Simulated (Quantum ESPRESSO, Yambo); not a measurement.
# A GW run on NaF (Villiaumite) in Yambo, with inputs changed

What do changed inputs do to GW on NaF (Villiaumite)?

Method: PBE and many-body steps on it, plane waves, in Yambo 5.3.0.

The database entry behind the starting cell differs from later determinations by our own check (0.1 to 0.3 % short, probably kX units), so it need not match the best structure at ambient conditions.

## (1) Set-up

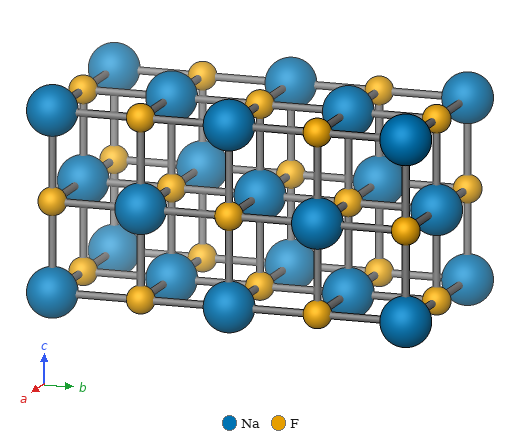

The starting structure, seen slightly off an axis (sodium blue, fluorine orange). 1×2×1 cells are drawn. This picture shows the conventional cell, with its axes. Some periodic images of atoms are drawn too.

Structure file:

```cif
data_structure
_symmetry_space_group_name_H-M 'P 1'
_symmetry_Int_Tables_number 1
_cell_length_a 3.2668
_cell_length_b 3.2668
_cell_length_c 3.2668
_cell_angle_alpha 60.000
_cell_angle_beta 60.000
_cell_angle_gamma 60.000
_cell_volume 24.65
loop_
_atom_site_label
_atom_site_type_symbol
_atom_site_fract_x
_atom_site_fract_y
_atom_site_fract_z
_atom_site_occupancy
Na1 Na 0.00000 0.00000 0.00000 1
F2 F 0.50000 0.50000 0.50000 1
```

The cell and positions come from the Crystallography Open Database and are kept as given unless a step says otherwise.

## (2) Base

This step: Yambo 5.3.0; G0W0 on PBE, plane waves, norm-conserving pseudopotentials.

Now the one-shot GW correction: screening in the RPA, then the self-energy of the levels asked for.

File gw2.in:

```
HF_and_locXC
gw0
dyson
ppa
em1d
rim_cut
RandQpts= 1000000
RandGvec= 1 RL
EXXRLvcs= 76 Ry
VXCRLvcs= 304 Ry
Chimod= "HARTREE"
% BndsRnXp
 1 | 126 |
%
NGsBlkXp= 17 Ry
% LongDrXp
 1 | 1 | 1 |
%
% GbndRnge
 1 | 126 |
%
DysSolver= "n"
ExtendOut
PPAPntXp= 27.21138 eV
% QPkrange
 1 | 1 | 7 | 10 |
%
```

Command:

```console
OMP_NUM_THREADS=1 mpirun -n 4 yambo -F gw2.in -J gw2 -C gw2 > gw2.log
```

Output:

```text
 Yambo, version 5.3.0

 [02] CORE Variables Setup
 =========================

  [... cell, symmetries and grids as in the set-up ...]

  [02.05] Energies & Occupations
  ==============================

  [X] === General ===
  [X] Electronic Temperature                        :  0.000000  0.000000 [eV K]
  [X] Bosonic    Temperature                        :  0.000000  0.000000 [eV K]
  [X] Finite Temperature mode                       : no
  [X] El. density                                   :  0.64901E+24 [cm-3]
  [X] Fermi Level                                   :  0.999133 [eV]

  [X] === Gaps and Widths ===
  [X] Conduction Band Min                           :  6.389538 [eV]
  [X] Valence Band Max                              :  0.000000 [eV]
  [X] Filled Bands                                  :   8
  [X] Empty Bands                                   :    9  298
  [X] Direct Gap                                    :  6.389538 [eV]
  [X] Direct Gap localized at k                     :  1
  [X] Indirect Gap                                  :  6.389538 [eV]
  [X] Indirect Gap between kpts                     :  1  1
  [X] Last valence band width                       :  0.531617 [eV]
  [X] 1st conduction band width                     :  6.892425 [eV]

 [03] Transferred momenta grid and indexing
 ==========================================

 IBZ Q-points                                      :  16
 BZ  Q-points                                      :  216

 K/Q-points units:
 rlu = crystal or reduced units; cc = cartesian coordinates; iku = interal k-units

 Q [ 1]         [rlu]:  0.000000  0.000000  0.000000
 Q [ 2]         [rlu]:  0.23370E-16 -0.43854E-17  0.16667
 Q [ 3]         [rlu]:  0.46740E-16 -0.87708E-17  0.33333
 Q [ 4]         [rlu]: -0.72449E-16  0.10818E-16 -0.50000
 Q [ 5]         [rlu]:  0.25724E-16  0.16667      0.16667
 Q [ 6]         [rlu]:  0.23370E-16  0.16667      0.33333
 Q [ 7]         [rlu]: -0.12566E-16  0.16667      0.50000
 Q [ 8]         [rlu]: -0.16938E-16  0.16667     -0.33333
 Q [ 9]         [rlu]:  0.47337E-16  0.16667     -0.16667
 Q [10]         [rlu]:  0.51449E-16  0.33333      0.33333
     [... 4 further rows ...]
 Q [15]         [rlu]:  0.166667  0.333333 -0.333333
 Q [16]         [rlu]:  0.166667 -0.500000 -0.333333

 [04] Coloumb potential Random Integration (RIM)
 ===============================================

  [04.01] RIM initialization
  ==========================

  * Diagonal components only detected *

  8 x (sBL volume)        :  0.055222 [a.u.]
  sBZ random points       :  1000000
  Points outside the sBZ  :   7996195
  RL volume               :  1.490998 [a.u.]
  Integrated volume       :  1.491708 [a.u.]

  [04.02] RIM integrals
  =====================

  Gamma point sphere radius             :  0.069075 [a.u.]
  Points outside the sphere             :   799659
  [Int_sBZ(q=0) 1/q^2]*(Vol_sBZ)^(-1/3) =:  7.764404
                                 should be <:  7.795600

  Summary of Coulomb integrals for non-metallic bands |Q|[au] RIM/Bare

  Q [1] 0.100000E-4 0.995998 * Q [2] 0.207754 1.065683
  Q [5] 0.239893 1.063731 * Q [9] 0.339260 1.025994
  Q [6] 0.397818 1.019604 * Q [3] 0.415507 1.017314
  Q [10] 0.479786 1.013697 * Q [8] 0.522835 1.010763
  Q [14] 0.536417 1.010819 * Q [7] 0.587616 1.008998
  Q [11] 0.623261 1.008132 * Q [4] 0.623261 1.007575
  Q [12] 0.678520 1.006539 * Q [15] 0.709613 1.006052
  Q [13] 0.719679 1.006039 * Q [16] 0.758609 1.005530

 [WARNING] [Xp] User bands 1-126 break level degeneracy

 [05] Dipoles
 ============

  [05.01] Setup: observables and procedures
  =========================================

 [06] Dynamic Dielectric Matrix (PPA)
 ====================================

 [WR./gw2//ndb.pp]---------------------------------------------------------------
  Brillouin Zone Q/K grids (IBZ/BZ)                :   16  216   16  216
  RL vectors                                       :  2445 [WF]
  Coulomb cutoff potential                         : none
  Electronic Temperature                           :  0.000000 [K]
  Bosonic    Temperature                           :  0.000000 [K]
  PPA    diel. fun.  energies                      : Perdew, Burke & Ernzerhof(X)+Perdew, Burke & Ernzerhof(C)
  wavefunctions                                    : Perdew, Burke & Ernzerhof(X)+Perdew, Burke & Ernzerhof(C)
  Global Gauge                                     : length
  X matrix size                                    :  229
  X band range                                     :    1  126
  X e/h energy range                               : -1.000000 -1.000000 [eV]
  X Time ordering                                  : R
  X Hxc Kernel                                     : HARTREE
  X Drude frequency                                :  0.000000  0.000000
  X poles                                          :  100.0000 [o/o]
  RL vectors in the sum                            :  2445
  [r,Vnl] included                                 : yes
  Field direction                                  :  0.577350E-5  0.577350E-5  0.577350E-5
  BZ energy Double Grid                            : no
  BZ energy DbGd points                            : 0
  BZ Q point size factor                           : -1.000000
  X Optical Averaged directions                    : none

 [07] Local Exchange-Correlation + Non-Local Fock
 ================================================

 [VXC] Plane waves :  14841
 [EXS] Plane waves :  1893

 QP @ state[ 1 ] K range:  1  1
 QP @ state[ 1 ] b range:   7  10

 [xc] Functional : Perdew, Burke & Ernzerhof(X)+Perdew, Burke & Ernzerhof(C)
 [xc] LIBXC used to calculate xc functional
  PP Number of Atomic Species                      :  2
  NLCC RL compoments                               :  14841
  PP Number of Atomic Species                      :  2
  NLCC RL compoments                               :  14841

 [xc] E_xc :  -11.60134 [Ha]
      E_xc :  -23.20269 [Ry]

  Local XC kind (lXC) : Perdew, Burke & Ernzerhof(X)+Perdew, Burke & Ernzerhof(C)
  Non-Local XC kind (nlXC) : Hartree-Fock

  Corrections @ K [1] :  [eV]
 <7|nlXC|7> = -30.18507  0.48748E-17 <7|lXC|7> = -22.50797  0.17706E-16
 <8|nlXC|8> = -30.18500 -0.31988E-17 <8|lXC|8> = -22.50797  0.94410E-16
 <9|nlXC|9> = -5.346381  0.64778E-18 <9|lXC|9> = -9.465273  0.94488E-16
 <10|nlXC|10> = -2.176652  0.21991E-18 <10|lXC|10> = -7.169311 -0.49478E-20

 [08] Dyson equation: Newton solver
 ==================================

  [08.01] G0W0 (W PPA)
  ====================

  [  GW  ] Bands range     :    1  126
  [GW/PPA] G damping       :  0.100000 [eV]

  QP @ state[ 1 ] K range:  1  1
  QP @ state[ 1 ] b range:   7  10

   Sc/G bands                                       :    1  126
   Sc/G damping                                     :  0.100000 ev
   Sc bands terminator                              : no
   Sx RL components                                 :  1893

   QP @ state[ 1 ] K range                          :  1  1
   QP @ state[ 1 ] b range                          :   7  10
   GF energies kind                                 : Perdew, Burke & Ernzerhof(X)+Perdew, Burke & Ernzerhof(C)
   GF WF`s kind                                     : Perdew, Burke & Ernzerhof(X)+Perdew, Burke & Ernzerhof(C)
   Xs energies kind                                 : Perdew, Burke & Ernzerhof(X)+Perdew, Burke & Ernzerhof(C)
   Xs WF`s kind                                     : Perdew, Burke & Ernzerhof(X)+Perdew, Burke & Ernzerhof(C)

 [11] Game Over & Game summary
```

It took 2.5 min on 4 MPI ranks of Arm Neoverse V2, shared host; peak memory 1.6 GiB; 9.7 min of CPU time.

Numbers from this step:

| Property | Result |
| --- | --- |
| G0W0 gap on the points computed | 10.51 eV |
| starting gap on the mesh | 6.390 eV |
| k of the valence top | 0, 0, 0 |
| k of the conduction bottom | 0, 0, 0 |
| least direct G0W0 gap on the computed points | 10.51 eV |
| Z at the valence top | 0.8219 |
| Z at the conduction bottom | 0.9033 |

The gap on the mesh goes from 6.39 eV to 10.51 eV, a correction of +4.12 eV.

## (3) Scissors in G

gw7.in, as its differences from gw2.in of step 2:

```diff
@@ -27 +27,4 @@
 %
+% GfnQP_E
+ 1.0 | 1.0 | 1.0 |
+%
```

Command:

```console
OMP_NUM_THREADS=1 mpirun -n 4 yambo -F gw7.in -J gw7,gw2_W -C gw7 > gw7.log
```

Output:

```text
 Yambo, version 5.3.0

 [02] CORE Variables Setup
 =========================

  [... cell, symmetries and grids as in the set-up ...]

  [02.05] Energies & Occupations
  ==============================

  [X] === General ===
  [X] Electronic Temperature                        :  0.000000  0.000000 [eV K]
  [X] Bosonic    Temperature                        :  0.000000  0.000000 [eV K]
  [X] Finite Temperature mode                       : no
  [X] El. density                                   :  0.64901E+24 [cm-3]
  [X] Fermi Level                                   :  0.999133 [eV]

  [X] === Gaps and Widths ===
  [X] Conduction Band Min                           :  6.389538 [eV]
  [X] Valence Band Max                              :  0.000000 [eV]
  [X] Filled Bands                                  :   8
  [X] Empty Bands                                   :    9  298
  [X] Direct Gap                                    :  6.389538 [eV]
  [X] Direct Gap localized at k                     :  1
  [X] Indirect Gap                                  :  6.389538 [eV]
  [X] Indirect Gap between kpts                     :  1  1
  [X] Last valence band width                       :  0.531617 [eV]
  [X] 1st conduction band width                     :  6.892425 [eV]

 [03] Transferred momenta grid and indexing
 ==========================================

 IBZ Q-points                                      :  16
 BZ  Q-points                                      :  216

 K/Q-points units:
 rlu = crystal or reduced units; cc = cartesian coordinates; iku = interal k-units

 Q [ 1]         [rlu]:  0.000000  0.000000  0.000000
 Q [ 2]         [rlu]:  0.23370E-16 -0.43854E-17  0.16667
 Q [ 3]         [rlu]:  0.46740E-16 -0.87708E-17  0.33333
[...]
[G+QP] Direct Gap                                 :  7.389538 [eV]
  [G+QP] Direct Gap localized at k                  :  1
  [G+QP] Indirect Gap                               :  7.389538 [eV]
  [G+QP] Indirect Gap between kpts                  :  1  1
  [G+QP] Last valence band width                    :  0.531617 [eV]
  [G+QP] 1st conduction band width                  :  6.892425 [eV]

  [coarse-grid] Minimum Bare Gap        [ev]:  6.389538
  [coarse-grid] Minimum Gap Correction  [ev]:  1.000000

  Eqp @ K [ 1]
   -47.060      -19.112      -18.944      -18.944      -18.944     -0.85874E-12 -0.28625E-12   0.0000
    7.38954  20.15610  20.15610  20.15610  22.97694  25.26848  25.26848  27.93717
  Eqp @ K [ 2]
  -47.05693 -19.42973 -18.94693 -18.94693 -18.59270  -0.48477  -0.06492  -0.06492
[...]
Eqp @ K [ 3]
[...]
Eqp @ K [ 8]
[...]
Eqp @ K [ 9]
[...]
13.50609  14.01279  17.30191  19.16655  23.83648  24.54742  29.18486  29.75771
   14.28196  14.36831  15.72982  18.87363  22.63233  27.23545  27.32946  29.71081

 [06] Dipoles
 ============

  [06.01] Setup: observables and procedures
  =========================================

 [07] Dynamic Dielectric Matrix (PPA)
 ====================================

   Sc/G bands                                       :    1  126
   Sc/G damping                                     :  0.100000 ev
   Sc bands terminator                              : no
   Sx RL components                                 :  1893

   QP @ state[ 1 ] K range                          :  1  1
   QP @ state[ 1 ] b range                          :   7  10
   GF energies kind                                 : Perdew, Burke & Ernzerhof(X)+Perdew, Burke & Ernzerhof(C)+ user defined corrections @E
   GF WF`s kind                                     : Perdew, Burke & Ernzerhof(X)+Perdew, Burke & Ernzerhof(C)
   Xs energies kind                                 : Perdew, Burke & Ernzerhof(X)+Perdew, Burke & Ernzerhof(C)
   Xs WF`s kind                                     : Perdew, Burke & Ernzerhof(X)+Perdew, Burke & Ernzerhof(C)

 [12] Game Over & Game summary
```

It took 42 s on 4 MPI ranks; peak memory 1.5 GiB; 2.8 min of CPU time.

This step gave:

| Item | Value |
| --- | --- |
| G0W0 gap on the points computed | 10.59 eV |
| starting gap on the mesh | 6.390 eV |
| k of the valence top | 0, 0, 0 |
| k of the conduction bottom | 0, 0, 0 |
| least direct G0W0 gap on the computed points | 10.59 eV |
| Z at the valence top | 0.8224 |
| Z at the conduction bottom | 0.9079 |

The program's own table gives 10.678 eV, which is too large where the input levels are shifted: this version takes Σc at the unshifted level E₀, yet steps from the shifted one. The value above is the Newton step from E₀, E₀ + Z(Σc + Σx − Vxc), rebuilt from the printed columns.

## (4) Two empty bands

File gw8.in:

```
HF_and_locXC
gw0
dyson
ppa
em1d
rim_cut
RandQpts= 1000000
RandGvec= 1 RL
EXXRLvcs= 76 Ry
VXCRLvcs= 304 Ry
Chimod= "HARTREE"
% BndsRnXp
 1 | 10 |
%
NGsBlkXp= 17 Ry
% LongDrXp
 1 | 1 | 1 |
%
% GbndRnge
 1 | 10 |
%
DysSolver= "n"
ExtendOut
PPAPntXp= 27.21138 eV
% QPkrange
 1 | 1 | 7 | 10 |
%
```

Command:

```console
OMP_NUM_THREADS=1 mpirun -n 4 yambo -F gw8.in -J gw8 -C gw8 > gw8.log
```

Output:

```text
 Yambo, version 5.3.0

 [02] CORE Variables Setup
 =========================

  [... cell, symmetries and grids as in the set-up ...]

  [02.05] Energies & Occupations
  ==============================

  [X] === General ===
  [X] Electronic Temperature                        :  0.000000  0.000000 [eV K]
  [X] Bosonic    Temperature                        :  0.000000  0.000000 [eV K]
  [X] Finite Temperature mode                       : no
  [X] El. density                                   :  0.64901E+24 [cm-3]
  [X] Fermi Level                                   :  0.999133 [eV]

  [X] === Gaps and Widths ===
  [X] Conduction Band Min                           :  6.389538 [eV]
  [X] Valence Band Max                              :  0.000000 [eV]
  [X] Filled Bands                                  :   8
  [X] Empty Bands                                   :    9  298
  [X] Direct Gap                                    :  6.389538 [eV]
  [X] Direct Gap localized at k                     :  1
  [X] Indirect Gap                                  :  6.389538 [eV]
  [X] Indirect Gap between kpts                     :  1  1
  [X] Last valence band width                       :  0.531617 [eV]
  [X] 1st conduction band width                     :  6.892425 [eV]

 [03] Transferred momenta grid and indexing
 ==========================================

 IBZ Q-points                                      :  16
 BZ  Q-points                                      :  216

 K/Q-points units:
 rlu = crystal or reduced units; cc = cartesian coordinates; iku = interal k-units

 Q [ 1]         [rlu]:  0.000000  0.000000  0.000000
 Q [ 2]         [rlu]:  0.23370E-16 -0.43854E-17  0.16667
 Q [ 3]         [rlu]:  0.46740E-16 -0.87708E-17  0.33333
[...]
================================================

 [VXC] Plane waves :  14841
 [EXS] Plane waves :  1893

 QP @ state[ 1 ] K range:  1  1
 QP @ state[ 1 ] b range:   7  10

 [xc] Functional : Perdew, Burke & Ernzerhof(X)+Perdew, Burke & Ernzerhof(C)
 [xc] LIBXC used to calculate xc functional
  PP Number of Atomic Species                      :  2
  NLCC RL compoments                               :  14841
  PP Number of Atomic Species                      :  2
  NLCC RL compoments                               :  14841

 [xc] E_xc :  -11.60134 [Ha]
      E_xc :  -23.20269 [Ry]

  Local XC kind (lXC) : Perdew, Burke & Ernzerhof(X)+Perdew, Burke & Ernzerhof(C)
  Non-Local XC kind (nlXC) : Hartree-Fock

  Corrections @ K [1] :  [eV]
 <7|nlXC|7> = -30.18507  0.48748E-17 <7|lXC|7> = -22.50797  0.17706E-16
 <8|nlXC|8> = -30.18500 -0.31988E-17 <8|lXC|8> = -22.50797  0.94410E-16
 <9|nlXC|9> = -5.346381  0.64778E-18 <9|lXC|9> = -9.465273  0.94488E-16
 <10|nlXC|10> = -2.176652  0.21991E-18 <10|lXC|10> = -7.169311 -0.49478E-20

 [08] Dyson equation: Newton solver
 ==================================

  [08.01] G0W0 (W PPA)
  ====================

  [  GW  ] Bands range     :   1  10
  [GW/PPA] G damping       :  0.100000 [eV]

  QP @ state[ 1 ] K range:  1  1
  QP @ state[ 1 ] b range:   7  10

   Sc/G bands                                       :   1  10
   Sc/G damping                                     :  0.100000 ev
   Sc bands terminator                              : no
   Sx RL components                                 :  1893

   QP @ state[ 1 ] K range                          :  1  1
   QP @ state[ 1 ] b range                          :   7  10
   GF energies kind                                 : Perdew, Burke & Ernzerhof(X)+Perdew, Burke & Ernzerhof(C)
   GF WF`s kind                                     : Perdew, Burke & Ernzerhof(X)+Perdew, Burke & Ernzerhof(C)
   Xs energies kind                                 : Perdew, Burke & Ernzerhof(X)+Perdew, Burke & Ernzerhof(C)
   Xs WF`s kind                                     : Perdew, Burke & Ernzerhof(X)+Perdew, Burke & Ernzerhof(C)

 [11] Game Over & Game summary
```

Elapsed: 9.8 s, on 4 MPI ranks; peak memory 1.4 GiB; 35 s of CPU time.

The run ended normally, though the input holds a fault or crude settings.

The fault put into this input: two empty bands. It printed a gap of 12.00 eV, an artefact of the input.

## (5) The runs together

Times are wall times on 4 MPI ranks of Arm Neoverse V2, shared host, good to a factor of about two.

```
          run   mesh  bands  screening cutoff (eV)  DFT gap (eV)  gap on the mesh (eV)  direct (eV)     time
         base  6×6×6    126                  231.3         6.390                10.514       10.514  2.5 min
scissors in G  6×6×6    126                  231.3         6.390                10.585       10.585     42 s
```

## (6) Summary of results

| Quantity | Value |
| --- | --- |
| base | 10.514 eV |
| scissors in G | 10.585 eV |
| known limits | not at the basis limit |

In words: Scissors in G: +0.071 eV against base (keys changed: GfnQP_E). Bands and cutoff are finite, so the gap is not at the basis limit. The miss can reach some tenths of an eV and take either sign; the mesh is an error of its own. In the G0W0 runs levels were corrected at 1 k point alone, so a gap called «on the mesh» is the least over those, and an edge elsewhere would be missed.

[Paths, hosts, dates, memory and timing lines, banners, echoed tables and standing remarks are left out of the program output.]

[Logs are printed without paths, hosts, clocks, repeated set-up lines and the standing remarks that a program may print on its own settings, such as how far it seeks lower states.]

[Runs of the session that timed out or met a known fault of the program may be left out.]

[Hosts, paths, dates, database ids (printed as entryN), source tags and the programs' standing remarks are cut or masked in the printed files.]
